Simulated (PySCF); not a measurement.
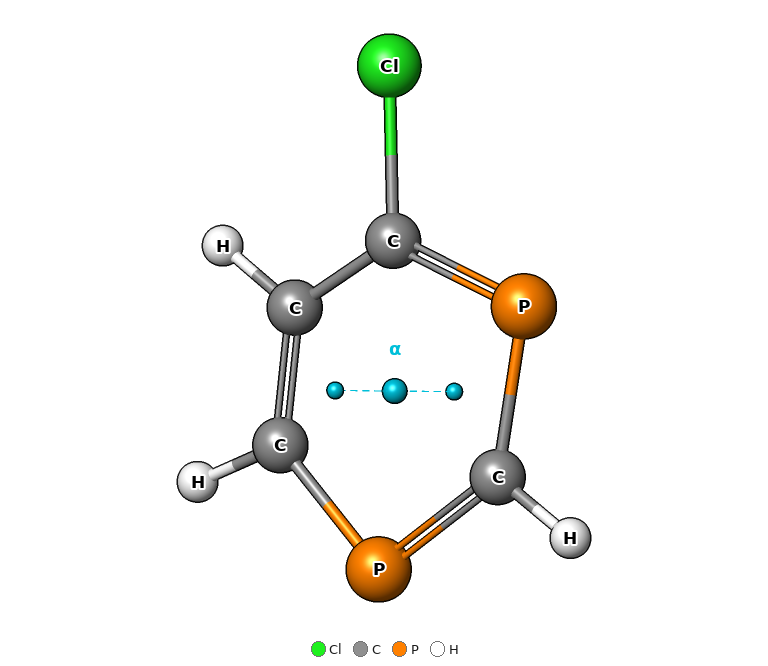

The small points mark where nucleus-independent chemical shifts (NICS) were computed: at the centre of each lettered ring and 1 Å above and below it. The computed structure is the end point of a GFN2-xTB optimisation. No frequency run is at hand to confirm it as a minimum. Level of theory: GIAO PBE0/pcSseg-1 NMR shielding, non-relativistic, gas phase (PySCF 2.14.0).

Give NICS(0), NICS(1) and the out-of-plane component NICS(1)zz for each ring (means of the two sides).

```json
{"ring": "α", "members": "C4P2", "NICS(0)": "−6.9", "NICS(1)": "−9.8", "NICS(1)zz": "−23.9"}
```

Values in ppm.

**What do the values say about the ring currents?**

Ring α: diatropic, as in an aromatic ring. NICS is one index among several.

The geometry is semi-empirical. Around P such bond lengths and angles can be off by a tenth of an ångström or more and by several degrees, and values that hang on the shape move with them.
